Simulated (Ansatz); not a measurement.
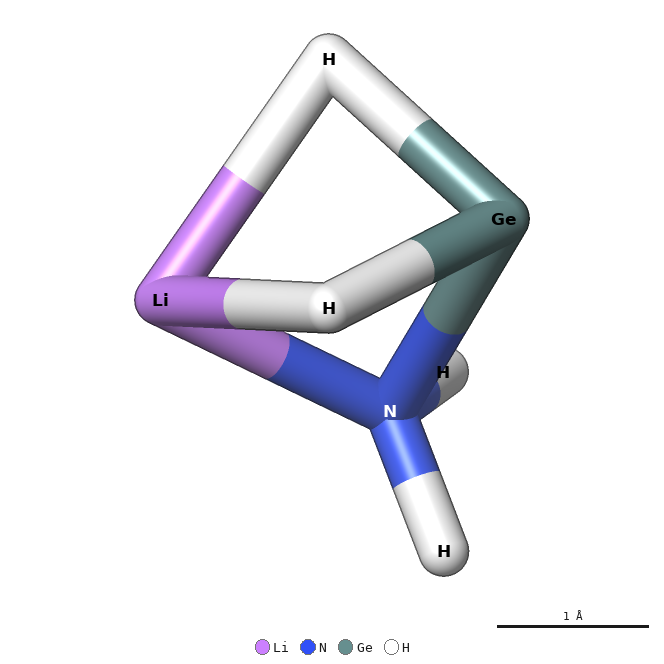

A stick model of a molecule. Every bond is drawn as one stick, whatever its order.

Description:

It has 7 atoms: 1 germanium, 4 hydrogen, 1 lithium and 1 nitrogen (GeH4LiN). The point group is Cs. Coordination, clear cases only: 1 Li trigonal pyramidal; 1 Ge trigonal pyramidal.

More results for the same structure follow; atom numbers are the same in all pictures, views and colours differ. Computed geometry: PBE0-D4/def2-TZVP optimisation. No frequency run is at hand to confirm it as a minimum.

## Geometry

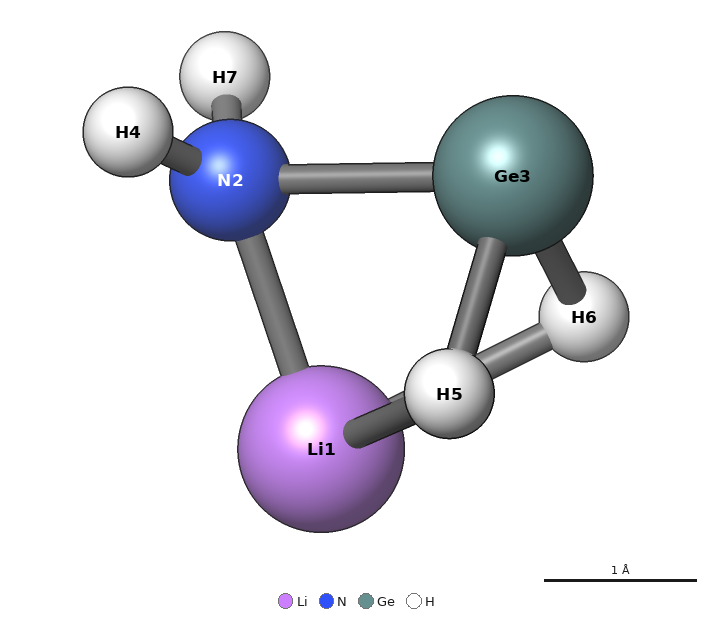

Atoms carry their numbers in the input. No frequency run is at hand to confirm it as a minimum.

Give these bond angles: N2–Li1–H5, H5–Li1–H6, Li1–N2–Ge3, Li1–N2–H4, Ge3–N2–H4, H4–N2–H7, N2–Ge3–H5, H5–Ge3–H6, Li1–H5–Ge3.

```
     angle  degrees
 N2–Li1–H5     82.8
 H5–Li1–H6     70.0
Li1–N2–Ge3     76.3
 Li1–N2–H4    124.9
 Ge3–N2–H4    109.0
  H4–N2–H7    105.5
 N2–Ge3–H5     86.1
 H5–Ge3–H6     85.4
Li1–H5–Ge3     83.8
```

## Electronic properties

No frequency run is at hand to confirm it as a minimum. Properties computed with RKS PBE0-D4/def2-TZVPP (Ansatz 0.2.0).

Predict the main results.

- HOMO energy (Kohn–Sham orbital): −5.55 eV
- LUMO energy (Kohn–Sham orbital): −0.85 eV
- HOMO–LUMO gap: 4.70 eV
- dispersion correction: −9.0 kJ/mol

## Dipole moment

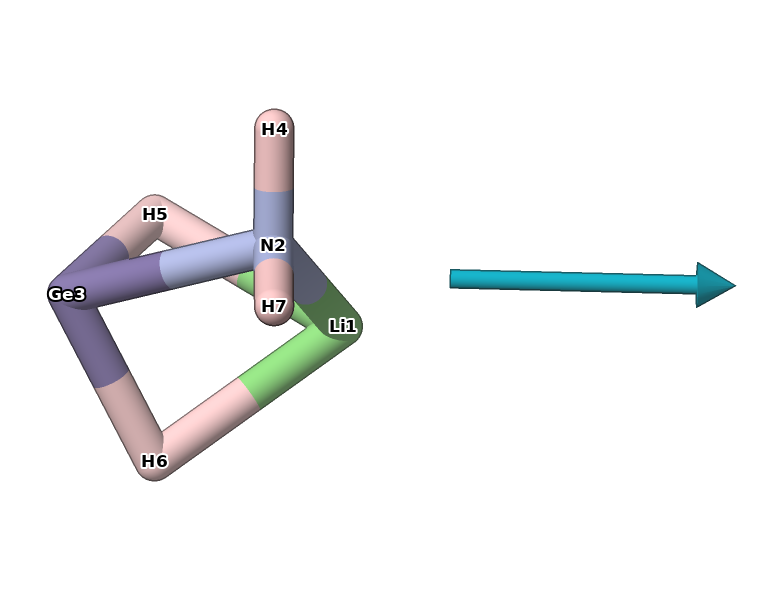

The arrow beside the molecule shows the direction of the dipole moment, from the negative to the positive end (its length means nothing). No frequency run is at hand to confirm it as a minimum. Method: RKS PBE0-D4/def2-TZVP (Ansatz 0.2.0).

How large is the dipole moment?

Answer. 4.45 D; it points from the side of Ge3 to the side of Li1 (the outermost atoms at the two ends).

## Charges

The questions are on Mulliken charges. No frequency run is at hand to confirm it as a minimum. Properties computed with RKS PBE0-D4/def2-TZVP (Ansatz 0.2.0).

List the Mulliken charges.

```tsv
atom	value (e)
Li1	0.68
N2	−0.84
Ge3	−0.14
H4	0.25
H5	−0.09
H6	−0.10
H7	0.25
```

Mulliken values depend strongly on the basis set and can even reverse the polarity of a bond.
